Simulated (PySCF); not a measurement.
**What a change does: NMR shielding calculation on SiH$_{4}$O$_{4}$**

System: SiH$_{4}$O$_{4}$.
Method of run 1: GIAO PBE0/pcSseg-1 NMR shielding, non-relativistic, gas phase (PySCF 2.14.0).

The geometry comes from this level: GFN2-xTB. Text and figures count atoms from 1; the logs count them from 0 in places.

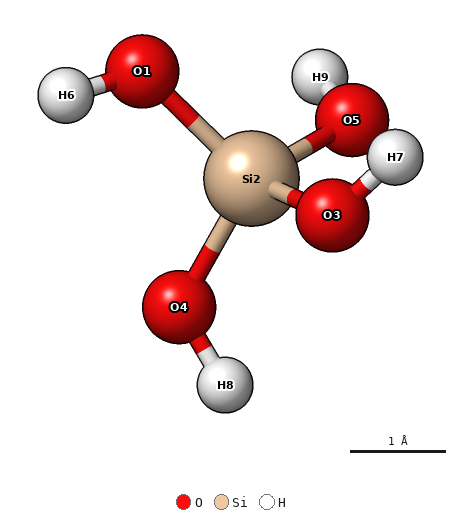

The structure (ball-and-stick view, seen at a tilt; atoms are numbered from 1 in the order of the input).

### Input, run 1
```
{"job": {"kind": "nmr", "xc": "PBE0", "basis": "pcSseg-1", "pop": false}, "charge": 0, "multiplicity": 1}
O     -0.408977    -0.946759     1.240777
Si     0.006409     0.002145    -0.010931
O      0.238134    -0.769632    -1.421742
O     -1.227829     1.033310    -0.241778
O      1.424783     0.691751     0.379392
H     -1.299158    -1.283159     1.279292
H      1.038893    -1.272006    -1.537541
H     -1.253922     1.536365    -1.050085
H      1.535911     1.031960     1.261899
```

The first line tells a small driver script what to run in PySCF; the rest is the geometry in Å.

Launched with:
```bash
OMP_NUM_THREADS=1 python <driver script> task.json out
```

Hardware: 1 CPU thread, shared host.

### Output (run 1)
```
coarse grid: 8448 points
cycle   1  E = -592.1816720388  dE =  8.622e-01  |g| = 1.258e+00  |ddm| = 2.790e+00
cycle   2  E = -591.9925823628  dE =  1.891e-01  |g| = 1.643e+00  |ddm| = 1.501e+00
cycle   3  E = -592.4488668688  dE = -4.563e-01  |g| = 4.403e-02  |ddm| = 8.947e-01
cycle   4  E = -592.4492065758  dE = -3.397e-04  |g| = 1.048e-02  |ddm| = 3.745e-02
cycle   5  E = -592.4492281419  dE = -2.157e-05  |g| = 2.817e-03  |ddm| = 1.205e-02
cycle   6  E = -592.4492294980  dE = -1.356e-06  |g| = 1.788e-04  |ddm| = 2.473e-03
final grid: 78248 points
cycle   7  E = -592.5168510504  dE = -2.076e-05  |g| = 8.202e-03  |ddm| = 1.204e-02
cycle   8  E = -592.5168434834  dE =  7.567e-06  |g| = 1.065e-02  |ddm| = 9.380e-03
cycle   9  E = -592.5168615360  dE = -1.805e-05  |g| = 1.672e-04  |ddm| = 5.289e-03
cycle  10  E = -592.5168615404  dE = -4.383e-09  |g| = 7.756e-05  |ddm| = 1.713e-04
cycle  11  E = -592.5168615414  dE = -9.438e-10  |g| = 2.468e-05  |ddm| = 6.880e-05
converged SCF energy = -592.5168615414

GIAO shielding tensors (ppm)
atom      isotropic    diamagn.    paramagn.     s11        s22        s33       span
  0 O      294.196     389.595     -95.399    270.595    277.929    334.066     63.471
  1 Si     422.279     881.030    -458.751    415.083    415.173    436.582     21.499
  2 O      294.331     389.559     -95.228    270.761    278.054    334.178     63.416
  3 O      294.277     389.583     -95.307    270.723    277.943    334.164     63.441
  4 O      294.232     389.570     -95.339    270.676    277.971    334.048     63.372
  5 H       29.842      31.570      -1.728     21.687     24.015     43.823     22.136
  6 H       29.843      31.545      -1.702     21.685     24.017     43.827     22.142
  7 H       29.841      31.541      -1.700     21.683     24.013     43.826     22.143
  8 H       29.847      31.571      -1.723     21.695     24.014     43.833     22.138
```

The input of run 2 differs as follows (lines with − go, lines with + come):
```diff
-O     -0.408977    -0.946759     1.240777
-Si     0.006409     0.002145    -0.010931
-O      0.238134    -0.769632    -1.421742
-O     -1.227829     1.033310    -0.241778
-O      1.424783     0.691751     0.379392
-H     -1.299158    -1.283159     1.279292
-H      1.038893    -1.272006    -1.537541
-H     -1.253922     1.536365    -1.050085
-H      1.535911     1.031960     1.261899
+O      2.731990     9.165354    -6.443041
+Si     2.578232     7.683834    -7.166280
+O      3.489277     7.688852    -8.484717
+O      2.836848     6.433026    -6.218568
+O      1.018145     7.569105    -7.713681
+H      1.872928     9.510393    -6.145695
+H      4.092876     8.457551    -8.688908
+H      3.450666     6.430095    -5.453556
+H      0.228077     7.207385    -7.372598
```

What does this change do to the results?

With the same method and basis, run 2 lies 8.8 kcal/mol higher. The HOMO goes from −9.04 to −8.66 eV. The LUMO goes from 0.75 to 0.55 eV. The dipole moment goes from 0.01 to 2.56 D. Of all shieldings, the largest change is that of O1, by −16.8 ppm. The SCF takes 13 iterations against 11.

### Output (run 2)
```
coarse grid: 8448 points
cycle   1  E = -592.1596777768  dE =  8.218e-01  |g| = 1.272e+00  |ddm| = 2.780e+00
cycle   2  E = -591.9523813282  dE =  2.073e-01  |g| = 1.682e+00  |ddm| = 1.531e+00
cycle   3  E = -592.4350389621  dE = -4.827e-01  |g| = 5.174e-02  |ddm| = 9.195e-01
cycle   4  E = -592.4353592366  dE = -3.203e-04  |g| = 3.102e-02  |ddm| = 4.454e-02
cycle   5  E = -592.4355098469  dE = -1.506e-04  |g| = 8.808e-03  |ddm| = 2.008e-02
cycle   6  E = -592.4355226839  dE = -1.284e-05  |g| = 1.335e-03  |ddm| = 5.405e-03
cycle   7  E = -592.4355230118  dE = -3.279e-07  |g| = 2.181e-04  |ddm| = 1.276e-03
final grid: 78248 points
cycle   8  E = -592.5028377463  dE = -2.062e-05  |g| = 8.426e-03  |ddm| = 1.180e-02
cycle   9  E = -592.5028295332  dE =  8.213e-06  |g| = 1.096e-02  |ddm| = 9.502e-03
cycle  10  E = -592.5028487282  dE = -1.920e-05  |g| = 2.580e-04  |ddm| = 5.434e-03
cycle  11  E = -592.5028487372  dE = -9.017e-09  |g| = 1.486e-04  |ddm| = 2.514e-04
cycle  12  E = -592.5028487407  dE = -3.526e-09  |g| = 4.117e-05  |ddm| = 9.959e-05
cycle  13  E = -592.5028487410  dE = -2.751e-10  |g| = 7.941e-06  |ddm| = 2.870e-05
converged SCF energy = -592.5028487410

GIAO shielding tensors (ppm)
atom      isotropic    diamagn.    paramagn.     s11        s22        s33       span
  0 O      277.391     385.114    -107.723    248.240    263.359    320.573     72.332
  1 Si     430.022     879.710    -449.688    405.101    435.811    449.155     44.054
  2 O      283.444     373.441     -89.997    255.778    271.957    322.597     66.818
  3 O      285.299     411.715    -126.416    263.135    267.525    325.238     62.103
  4 O      303.898     383.944     -80.046    279.273    289.391    343.030     63.757
  5 H       29.620      31.089      -1.469     21.784     25.080     41.997     20.213
  6 H       28.002      14.025      13.977     20.335     22.845     40.827     20.492
  7 H       28.459      38.397      -9.938     20.891     22.232     42.253     21.362
  8 H       30.148      42.377     -12.230     22.019     22.881     45.543     23.525
```

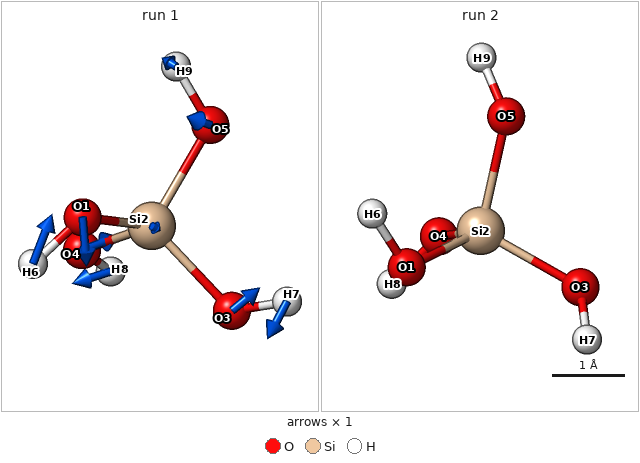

The two input geometries at one scale (ball-and-stick view, seen at a tilt). The blue arrows on the first give the shifts of the atoms after the best rigid fit, at true length. The atom that moves furthest after the best rigid fit is H6 (0.75 Å). By element the largest moves are H 0.75 Å, O 0.73 Å, Si 0.17 Å. Among the contacts that change: O3–H7 0.952 → 0.998 Å, Si2–O4 1.625 → 1.590 Å, O1–Si2 1.625 → 1.656 Å, O4–H8 0.952 → 0.981 Å.

### The two runs side by side

```csv
quantity,run 1,run 2
outcome,converged,converged
total energy (hartree),−592.516862,−592.502849
HOMO (eV),−9.04,−8.66
LUMO (eV),0.75,0.55
dipole moment (D),0.01,2.56
shielding of O1 (ppm),294.2,277.4
shielding of Si2 (ppm),422.3,430.0
shielding of O3 (ppm),294.3,283.4
shielding of O4 (ppm),294.3,285.3
shielding of O5 (ppm),294.2,303.9
shielding of H7 (ppm),29.8,28.0
shielding of H8 (ppm),29.8,28.5
SCF iterations,11,13
basis functions,112,112
wall time (shared host),5.9 s,5.7 s
```
